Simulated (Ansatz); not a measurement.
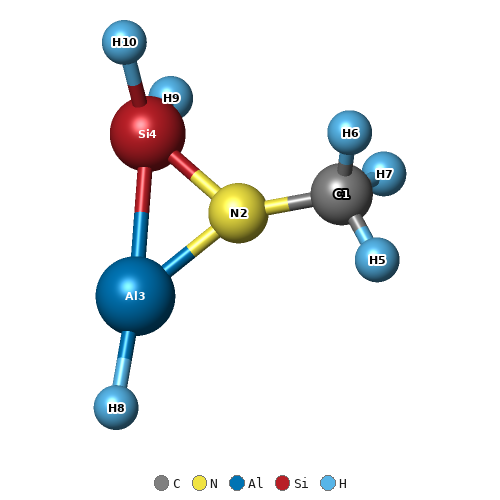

The system is CH₆AlNSi, SMILES C[N]1[AlH][SiH2]1; the picture shows the reference structure. 
- First axis: bond length C1–N2. Second axis: bond length C1–H6.
- Nothing is relaxed (all other coordinates rigid).
- The scan uses a 13 × 13 grid.
- Energies: kcal/mol, counted from the relaxed molecule at the same level.
- The reference is spin-restricted, which grows unreliable where a bond is stretched far.
- Computed with RKS PBE0-D4/def2-TZVP in Ansatz.

Its coordinates:

```
atom    x (Å)    y (Å)    z (Å)
   C  -0.1562   1.4088  -0.2035
   N   0.1219  -0.0049  -0.2280
  Al   0.8032  -1.4130  -1.0653
  Si  -0.2400  -1.2528   0.9713
   H   0.2028   1.8978  -1.1132
   H   0.3278   1.8979   0.6502
   H  -1.2321   1.6043  -0.1232
   H   1.5361  -1.6735  -2.4405
   H  -1.6946  -1.4561   1.2530
   H   0.4142  -1.0596   2.3022
```

Range: bond length C1–N2 from 1.210 to 1.873 Å; bond length C1–H6 from 0.899 to 1.645 Å.

### What will the energy surface look like?

The lowest grid point is at bond length C1–N2 = 1.431 Å, bond length C1–H6 = 1.086 Å, 0.08 kcal/mol from the relaxed molecule at the same level. It is the only kind of minimum in the scanned range. The highest grid point, bond length C1–N2 = 1.873 Å, bond length C1–H6 = 1.645 Å, lies 83.7 kcal/mol above the lowest. Round the minimum the contours are nearly round: the two directions are equally stiff and uncoupled.

```csv
"bond length C1–H6 ↓, bond length C1–N2 →",1.210,1.266,1.321,1.376,1.431,1.487,1.542,1.597,1.652,1.708,1.763,1.818,1.873
1.645,68.1,54.8,47.4,44.1,43.9,45.9,49.5,54.1,59.5,65.5,71.6,77.7,83.8
1.583,63.0,49.4,41.7,38.2,37.7,39.6,43.0,47.6,52.9,58.7,64.7,70.8,76.9
1.520,57.6,43.7,35.7,32.0,31.4,33.0,36.3,40.8,46.0,51.8,57.7,63.8,69.8
1.458,52.5,38.2,30.0,26.0,25.1,26.6,29.8,34.1,39.2,45.0,50.9,56.9,62.9
1.396,47.5,32.9,24.4,20.1,19.1,20.5,23.5,27.7,32.7,38.4,44.2,50.2,56.1
1.334,42.8,27.8,19.1,14.6,13.4,14.6,17.5,21.6,26.5,32.1,37.9,43.8,49.7
1.272,38.5,23.2,14.2,9.5,8.2,9.2,12.0,16.0,20.9,26.4,32.1,38.0,43.9
1.210,35.0,19.5,10.2,5.4,3.8,4.7,7.4,11.4,16.2,21.6,27.3,33.2,39.0
1.148,32.9,17.1,7.6,2.6,0.9,1.7,4.3,8.2,12.9,18.3,24.0,29.8,35.6
1.086,32.9,16.8,7.1,1.9,0.1,0.8,3.3,7.1,11.8,17.2,22.8,28.6,34.4
1.023,35.8,19.5,9.6,4.3,2.4,3.0,5.4,9.1,13.8,19.1,24.8,30.5,36.4
0.961,43.0,26.5,16.5,11.0,9.0,9.5,11.9,15.6,20.2,25.5,31.1,36.9,42.7
0.899,56.2,39.6,29.4,23.9,21.7,22.2,24.5,28.2,32.8,38.1,43.7,49.5,55.3
```

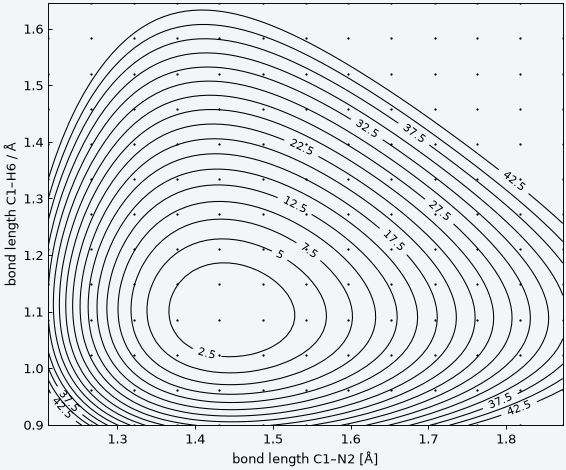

The picture shows contour lines labelled in kcal/mol (none above 42.5), dots at the grid points. Between grid points the surface is interpolated.

The whole map (169 points run) took 25 min on 1 thread of Arm Neoverse V2 (shared host).
